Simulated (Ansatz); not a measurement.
## Electronic structure of AlGe24H30P in real space

The calculation's input:

```
crystal:
  periodic: [false, false, false]
  atoms:
    - {symbol: Ge, position_ang: [-2.055679, -2.115159, -0.706942]}
    - {symbol: Ge, position_ang: [-2.155150, 0.711935, -3.612062]}
    - {symbol: Ge, position_ang: [-4.800345, 0.761795, -0.631751]}
    - {symbol: Ge, position_ang: [-1.954755, 0.654390, 2.039145]}
    - {symbol: Ge, position_ang: [-2.060079, 3.544711, -0.786602]}
    - {symbol: Ge, position_ang: [0.726577, -2.167584, -3.568744]}
    - {symbol: Ge, position_ang: [0.688697, -4.980347, -0.685263]}
    - {symbol: Ge, position_ang: [0.712246, -2.084390, 2.064591]}
    - {symbol: Ge, position_ang: [3.571825, -2.154796, -0.725419]}
    - {symbol: Al, position_ang: [0.913280, 0.851149, -0.891324]}
    - {symbol: Ge, position_ang: [0.724656, 3.560882, 2.145431]}
    - {symbol: Ge, position_ang: [3.548135, 0.744839, 2.154701]}
    - {symbol: Ge, position_ang: [0.642571, 0.664210, 4.963170]}
    - {symbol: Ge, position_ang: [-3.484070, -0.693716, -2.104232]}
    - {symbol: Ge, position_ang: [-0.692248, -3.569110, -2.137483]}
    - {symbol: Ge, position_ang: [-0.759155, -0.793594, -4.966618]}
    - {symbol: Ge, position_ang: [-0.531111, -0.632756, 0.517262]}
    - {symbol: Ge, position_ang: [-0.680582, 2.159814, -2.281157]}
    - {symbol: P, position_ang: [-3.265812, 2.053206, 0.619646]}
    - {symbol: Ge, position_ang: [-0.706216, 2.139153, 3.540942]}
    - {symbol: Ge, position_ang: [-0.812147, 4.937838, 0.812892]}
    - {symbol: Ge, position_ang: [2.239271, -0.750461, -2.242154]}
    - {symbol: Ge, position_ang: [2.123889, -3.543880, 0.687528]}
    - {symbol: Ge, position_ang: [2.099270, -0.684355, 3.524259]}
    - {symbol: Ge, position_ang: [4.928109, -0.722669, 0.743581]}
    - {symbol: Ge, position_ang: [2.215580, 2.227325, 0.713430]}
    - {symbol: H, position_ang: [-2.968382, -2.951371, 0.248539]}
    - {symbol: H, position_ang: [-3.151334, 1.505470, -4.518736]}
    - {symbol: H, position_ang: [-5.635752, 0.048617, 0.470954]}
    - {symbol: H, position_ang: [-5.689946, 1.835042, -1.324988]}
    - {symbol: H, position_ang: [-3.111049, -0.116586, 2.759434]}
    - {symbol: H, position_ang: [-3.274929, 4.315321, -1.404926]}
    - {symbol: H, position_ang: [1.493436, -3.136090, -4.528334]}
    - {symbol: H, position_ang: [-0.224796, -5.859078, 0.221776]}
    - {symbol: H, position_ang: [1.554711, -5.938308, -1.557801]}
    - {symbol: H, position_ang: [-0.268099, -2.941825, 2.931891]}
    - {symbol: H, position_ang: [4.536924, -3.119067, -1.490314]}
    - {symbol: H, position_ang: [1.468904, 4.533043, 3.118447]}
    - {symbol: H, position_ang: [4.480536, 1.539515, 3.126723]}
    - {symbol: H, position_ang: [-0.303183, -0.238088, 5.812171]}
    - {symbol: H, position_ang: [1.463083, 1.551836, 5.946143]}
    - {symbol: H, position_ang: [-4.564207, -1.508425, -2.886099]}
    - {symbol: H, position_ang: [-1.635478, -4.450220, -3.019378]}
    - {symbol: H, position_ang: [-1.695854, -1.706337, -5.816833]}
    - {symbol: H, position_ang: [0.068625, 0.078437, -5.959204]}
    - {symbol: H, position_ang: [-0.141020, 3.251368, -3.267393]}
    - {symbol: H, position_ang: [-4.082022, 2.881031, 1.459002]}
    - {symbol: H, position_ang: [-1.727851, 2.985158, 4.368265]}
    - {symbol: H, position_ang: [-1.851616, 5.683913, 1.705506]}
    - {symbol: H, position_ang: [-0.066230, 6.006842, -0.039981]}
    - {symbol: H, position_ang: [3.251501, -0.150687, -3.274849]}
    - {symbol: H, position_ang: [2.999923, -4.432851, 1.628990]}
    - {symbol: H, position_ang: [2.972302, -1.603001, 4.439227]}
    - {symbol: H, position_ang: [5.822025, -1.614497, 1.659740]}
    - {symbol: H, position_ang: [5.883561, 0.156046, -0.120896]}
    - {symbol: H, position_ang: [3.219437, 3.276384, 0.126138]}
basis:
  gaussian: {orbitals: def2-SVP, fitting: {mean_field: def2-universal-jkfit}, initial_orbitals: start.molden}
hamiltonian: {xc: pbe0, dispersion: d4}
scf: {omitted_lower_state_checks: [starts]}
output: {orbitals: {seedname: orbitals}}
```

Launched as:

```sh
ansatz run in.yaml --threads 11 --pin off --events-out ev --progress --plain --max-ram 110592MiB --backend cuda --devices 0, --max-vram 75GiB
```

Geometry: PBE-D4/def2-SVP.

These are results of RKS PBE0-D4/def2-SVP in Ansatz, not measurements.

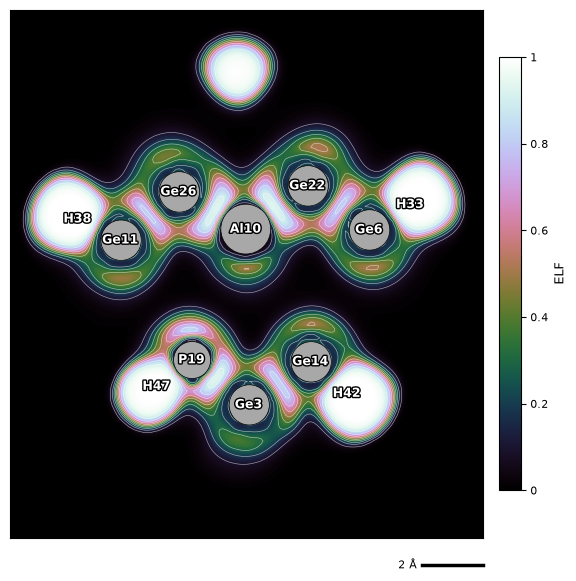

Figure 1. ELF on the plane of atoms Ge26, Ge11 and H38. Grey discs cover the atomic cores.

### Interpret the plot.

The plane passes through Ge, Al, P and H nuclei.
Ge–P (2.36 Å): the ELF peaks at about 0.95 between the atoms: localised, covalent bonding.
Ge–Ge (2.45 Å): the ELF peaks at about 0.85 between the atoms (localised, covalent bonding).
Al–Ge (2.48 Å): the ELF peaks at about 0.95 between the atoms, as expected for localised, covalent bonding.
P–H (1.43 Å): the ELF climbs to about 1 towards the hydrogen, as it does in any bond to H.
Ge–H (1.56 Å): the ELF climbs to about 1 towards the hydrogen.

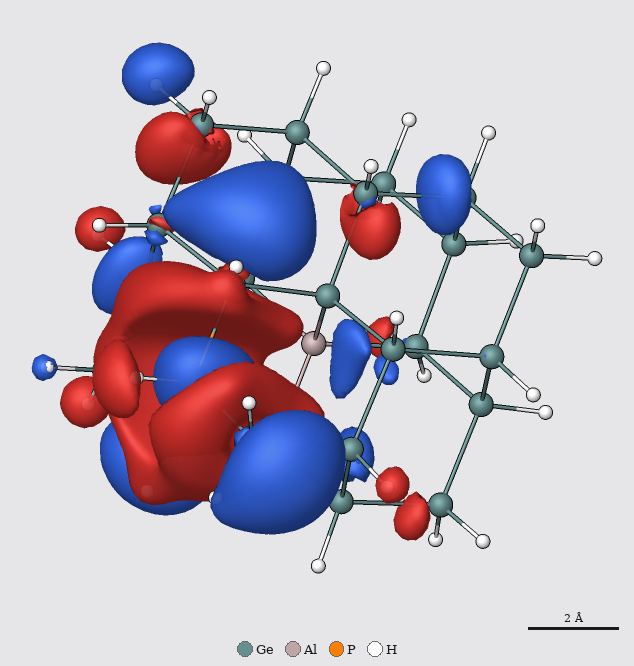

Figure 2. The LUMO at ±0.05 Å⁻³ᐟ² (blue and red are the two phases), seen at a tilt.

### Where does this orbital lie, and at what energy?

Its weight (Hirshfeld) is mainly on Ge3 (about 15 %), Ge4 (about 15 %), P19 (about 15 %) and Ge5 (about 10 %). Its energy is −1.68 eV.

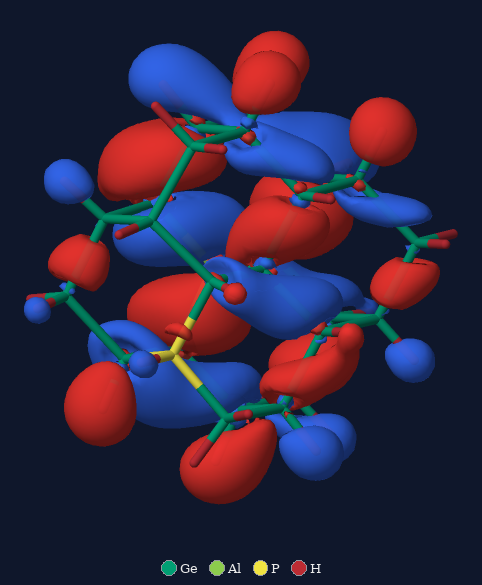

Figure 3. The HOMO−1 at ±0.03 Å⁻³ᐟ² (blue and red are the two phases), seen at a tilt.

### Describe this orbital and give its energy.

By Hirshfeld shares it lies mainly on Ge18 (about 15 %), Ge26 (about 10 %), Al10 (about 10 %), Ge22 (about 10 %) and Ge9 (about 5 %). Its energy is −6.48 eV.
